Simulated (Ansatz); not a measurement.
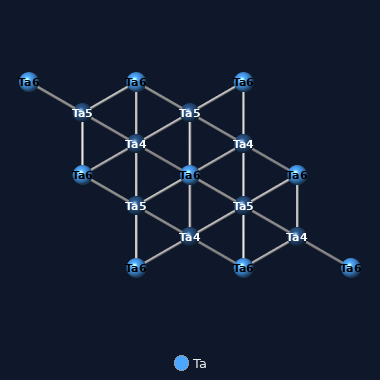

The system is Na on a Ta(111) slab cut from the Im-3m phase, its upper half relaxed before the scan (6 atoms of substrate and one adsorbate in a 1 × 1 cell); the picture shows it without the atoms that are moved over the map. Na is moved over the surface cell; relaxed at each place: the height of the adsorbate's atoms; substrate rigid; the origin of the map has the adsorbate above Ta6. Places are given modulo a cell vector. The map is drawn in real space over the plane of the surface. Grid: 9 × 9 points; 19 points were computed and 62 follow by symmetry. Energies are in eV, from the lowest grid point. With one adsorbate in each 1 × 1 cell, its nearest image is 4.6 Å away, so neighbouring adsorbates interact. Theory: DFT PBEsol, scalar-relativistic, plane waves, PAW in Ansatz. Settings: cutoff 420 eV, k-mesh 6×6×1, gaussian smearing 0.1 eV, no spin polarisation.

Range: position of Na7 along the first surface vector from 0.000 to 0.889; position of Na7 along the second surface vector from 0.000 to 0.889.

Predict the map.

The lowest grid point is at a threefold hollow over a third-layer Ta atom, (6/9, 3/9) of the cell vectors. There is a further well near a threefold hollow over a second-layer Ta atom, (3/9, 6/9) of the cell vectors (0.24 eV above the lowest at that grid point). The highest grid point, the top site over a surface Ta atom, (0/9, 0/9) of the cell vectors, lies 0.85 eV above the lowest. On the interpolated surface the easiest way out of the lowest well to the well at a threefold hollow over a second-layer Ta atom, (3/9, 6/9) of the cell vectors passes a barrier of about 0.28 eV. At the lowest point the adsorbate has 3 Ta at 3.24 Å as nearest neighbours, at the highest 1 Ta at 3.18 Å. Its relaxed height above the top atom is 1.82 Å at the lowest and 3.18 Å at the highest point.

| second ↓, first → | 0/9 | 1/9 | 2/9 | 3/9 | 4/9 | 5/9 | 6/9 | 7/9 | 8/9 |
| --- | --- | --- | --- | --- | --- | --- | --- | --- | --- |
| 8/9 | 0.81 | 0.74 | 0.59 | 0.38 | 0.28 | 0.38 | 0.59 | 0.74 | 0.81 |
| 7/9 | 0.70 | 0.59 | 0.41 | 0.28 | 0.28 | 0.41 | 0.59 | 0.70 | 0.74 |
| 6/9 | 0.51 | 0.38 | 0.28 | 0.24 | 0.28 | 0.38 | 0.51 | 0.58 | 0.58 |
| 5/9 | 0.30 | 0.28 | 0.28 | 0.28 | 0.28 | 0.30 | 0.34 | 0.36 | 0.34 |
| 4/9 | 0.30 | 0.38 | 0.41 | 0.38 | 0.30 | 0.19 | 0.12 | 0.12 | 0.19 |
| 3/9 | 0.51 | 0.59 | 0.59 | 0.51 | 0.34 | 0.12 | 0.00 | 0.12 | 0.34 |
| 2/9 | 0.70 | 0.74 | 0.70 | 0.58 | 0.36 | 0.12 | 0.12 | 0.36 | 0.58 |
| 1/9 | 0.81 | 0.81 | 0.74 | 0.58 | 0.34 | 0.19 | 0.34 | 0.58 | 0.74 |
| 0/9 | 0.85 | 0.81 | 0.70 | 0.51 | 0.30 | 0.30 | 0.51 | 0.70 | 0.81 |

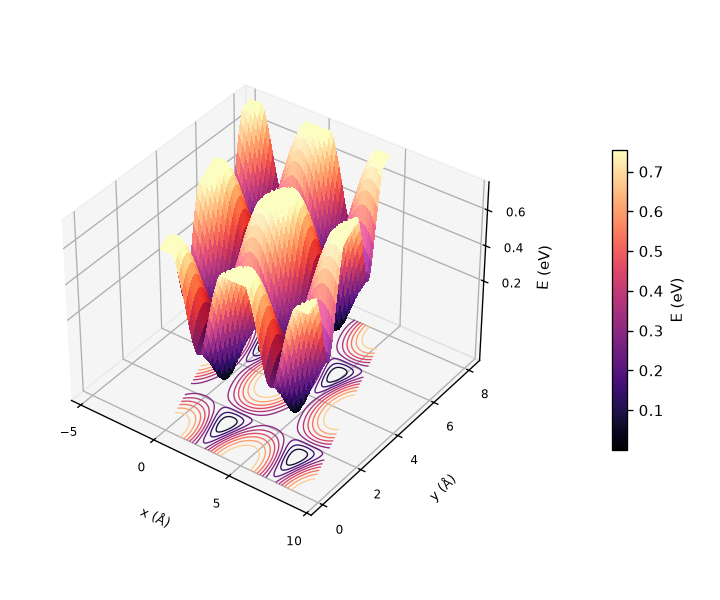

In the figure: a relief with its contours projected below, any walls above the top of the colour scale cut off. Between grid points the surface is interpolated.

Each point was launched as `ansatz run input.yaml --threads 1 --pin off --max-ram 3072MiB --backend cpu --events-out ev --progress --plain --runs-dir out`. Time for the 19 points that were run: 35 min on 1 thread of Arm Neoverse V2, on a shared host.

PAW datasets: the set soft_1.
